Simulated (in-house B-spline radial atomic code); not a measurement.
Method: scalar-relativistic (spin-free one-electron X2C) BP86, spin-polarised, spherical fractional occupations, Fermi nucleus, basis-set limit; computed with an in-house B-spline radial code. The occupation of the 5d shell is varied from W²⁺ ([Xe] 4f14 5d3 6s1 (high spin)) to W⁺ ([Xe] 4f14 5d4 6s1 (high spin)), with spherical fractional occupations. Wanted, and plotted below: the total energy less the straight line between the end points, and the eigenvalue of 5d↑ (the dashed line is minus the energy to take the whole electron out).

The curve is convex (below the straight line), with the largest deviation among the points computed, −1.28 eV, at 0.49. The end points differ by 17.8 eV, the energy to take the electron out. The eigenvalue, which is the slope of the energy (Janak's theorem), moves from −23.1 eV at 0 to −12.8 eV at 1; for a straight line it would stay constant, and a parabola would sag by an eighth of this change, scaled to a whole electron, 1.28 eV. Convexity is the mark of the delocalisation error, which puts fractional charges too low; for p, d and f shells the spherical spreading of the fraction adds to it.

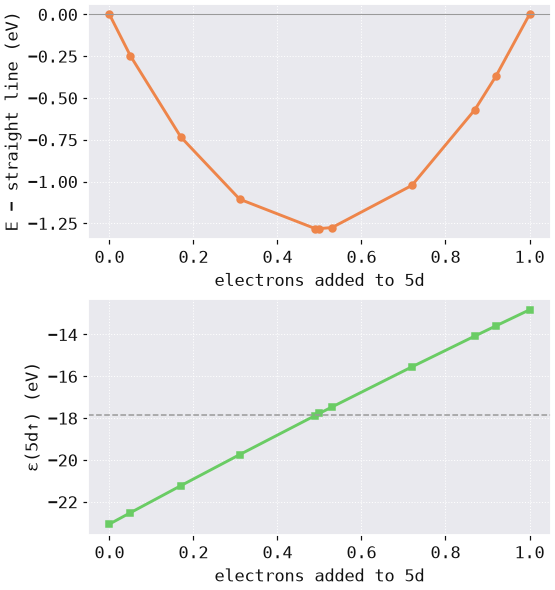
